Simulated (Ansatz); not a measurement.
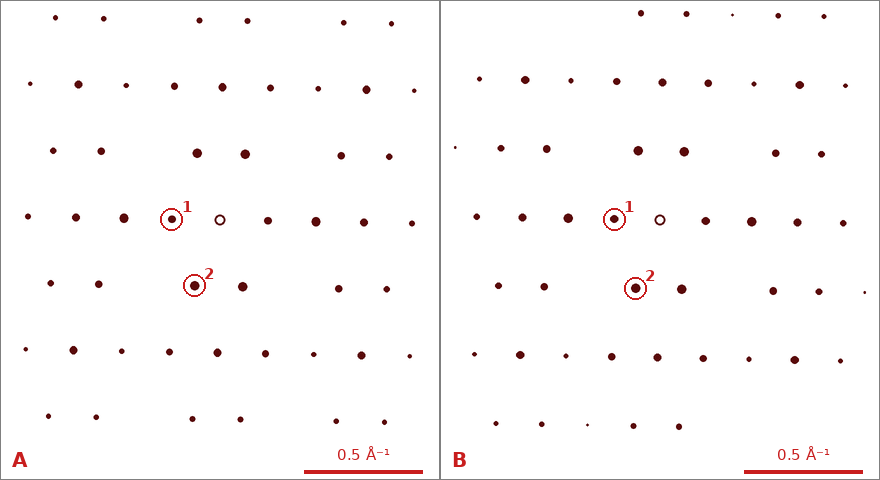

Kinematic electron diffraction patterns (120 kV, B = 0.5 Å², same scale) along [101] of the run's own cell, for the start and the end of one relaxation of Li3Se with DFT PBE, scalar-relativistic, plane waves, PAW (Ansatz). k mesh 12×12×8. The start is a generated model structure, and the relaxation ends in the nearest stationary point of its symmetry, not necessarily the ground state. Spot 1 is 0 -1 0 and spot 2 is 1 -1 -1 in both.

Start structure:

```
CELL_PARAMETERS angstrom
5.67065 0.00000 0.00000
-2.83532 4.91093 0.00000
0.00000 0.00000 4.55157
ATOMIC_POSITIONS crystal
Li 0.83300 0.66600 0.25000
Li 0.16700 0.83300 0.75000
Li 0.33400 0.16700 0.25000
Li 0.16700 0.33400 0.75000
Li 0.83300 0.16700 0.25000
Li 0.66600 0.83300 0.75000
Se 0.33333 0.66667 0.25000
Se 0.66667 0.33333 0.75000
```

**Which pattern belongs to the start structure, and which to the relaxed one?**

A is the start: its cell gives d(1) = 4.911 Å, d(2) = 3.338 Å and an angle of 70.1°. B is the relaxed structure, with d(1) = 5.148 Å (+4.8 %), d(2) = 3.251 Å (-2.6 %) and 71.6°.

**What did the relaxation do to the structure and the energy?**

The volume changed by +1.3 % to 16.04 Å³ an atom; with the mean shift removed, the atoms moved by up to 0.07 Å relative to the cell (Li most); the space group stayed P6_3/mmc (No. 194); the free energy fell by 25 meV an atom. Relaxed cell: a = 5.945 Å, b = 5.945 Å, c = 4.194 Å, α = 90.00°, β = 90.00°, γ = 120.00°.
